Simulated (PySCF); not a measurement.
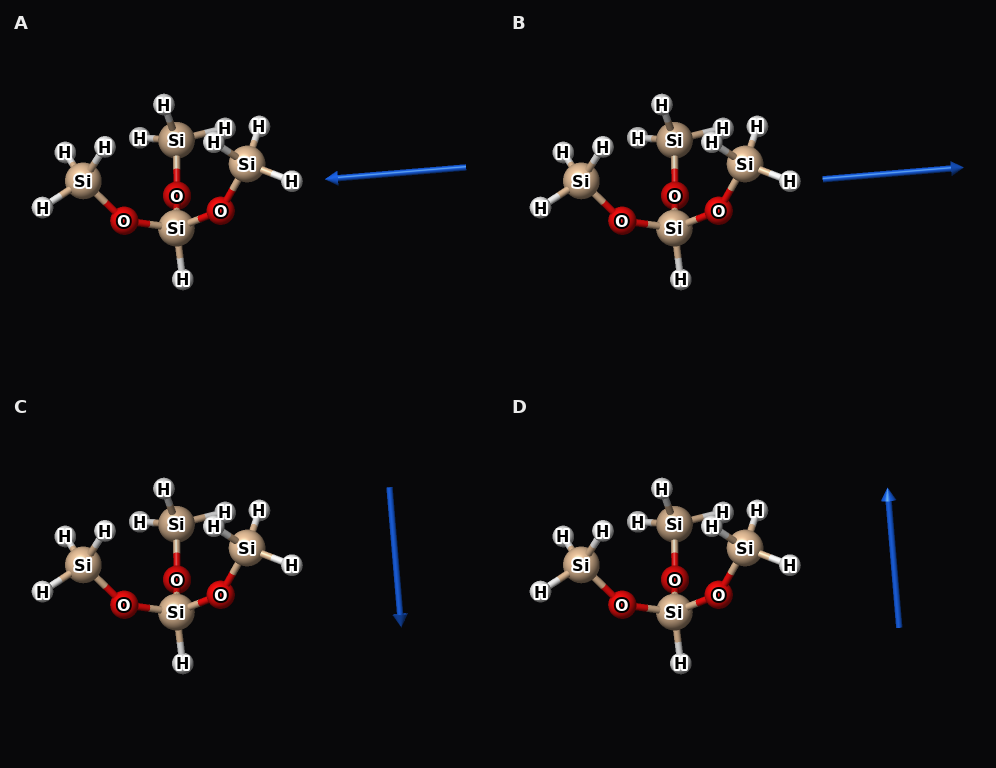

The same molecule four times, each with an arrow. The computed structure is the end point of a PBE0-D3(BJ)/def2-SVP optimisation. No frequency run is at hand to confirm it as a minimum. Method: B3LYP/def2-SVPD, gas phase (PySCF 2.14.0).

Question: Which arrow points along the dipole moment, from the negative to the positive end?

Answer: D. The dipole moment is 0.96 D.
